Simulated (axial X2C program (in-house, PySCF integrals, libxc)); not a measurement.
# InCl⁺: properties at the nuclei

Aim: properties at the nuclei of InCl⁺, with spin–orbit coupling in the Hamiltonian from the start.

Program: an in-house X2C program for linear molecules on PySCF integrals. Level of theory: two-component X2C with atomic mean-field terms, In dyall-cv3z, Cl dyall-av3z. These are calculated values, not measurements.

## (1) Input

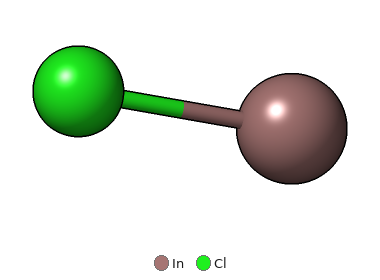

The two atoms at 2.410 Å (indium brown, chlorine green).

Contents of task.json:

```json
{"zs": [49, 17], "q": 1, "bas": ["dyall-cv3z", "dyall-av3z"], "r0": 2.41, "levels": ["PBE0", "HF", "PBE", "r2SCAN", "PBE50"], "nst": 3}
```

Keys: zs atomic numbers; q charge; bas basis sets; r0 starting distance in Å; levels methods (HF also brings MP2); nst determinants followed.

Started as:

```
$ python soeom.py task.json out
```

Further steps of the session: Expectation values, lowest determinant; Expectation values, a higher determinant.

**Question.** What will these runs give? Wanted: lowest determinant; Eeff magnitude; Ws magnitude In; A∥/gI In; qzz In; higher determinant (for each run or level that gives them).

As calculated:

| quantity | value |
| --- | --- |
| lowest determinant | Ω = 1/2 (excess of +ω over −ω: ω = 1/2) |
| Eeff magnitude (GV/cm), PBE0 | 17.3 |
| Ws magnitude In (kHz), PBE0 | 19.9 |
| A∥/gI In (MHz), PBE0 | 6590 |
| qzz In (a.u.), PBE0 | -2.99 |
| higher determinant | Ω = 3/2 (excess of +ω over −ω: ω = 3/2) |
| Eeff magnitude (GV/cm), PBE0, higher determinant | 0.342 |
| Ws magnitude In (kHz), PBE0, higher determinant | 0.13 |
| A∥/gI In (MHz), PBE0, higher determinant | 22.2 |
| qzz In (a.u.), PBE0, higher determinant | -2.88 |

In words: In the first state, the effective field runs from 15.2 to 21.5 GV/cm over the mean-field levels. The expectation values come from single determinants, which for open shells can mix terms of unlike spin or miss the lowest Ω, so a determinant need not be a state. Eeff is the effective electric field on the electron dipole moment in this Ω state and Ws the scalar–pseudoscalar constant (defined with the proton number Z and per Ω); A∥ is the parallel hyperfine constant, which follows by multiplying with the nuclear g factor gI = μI/(I μN); qzz is the electric field gradient, eQq0 = 234.96 MHz × Q/barn × qzz. The operators were transformed with the bare-nucleus X2C matrices.
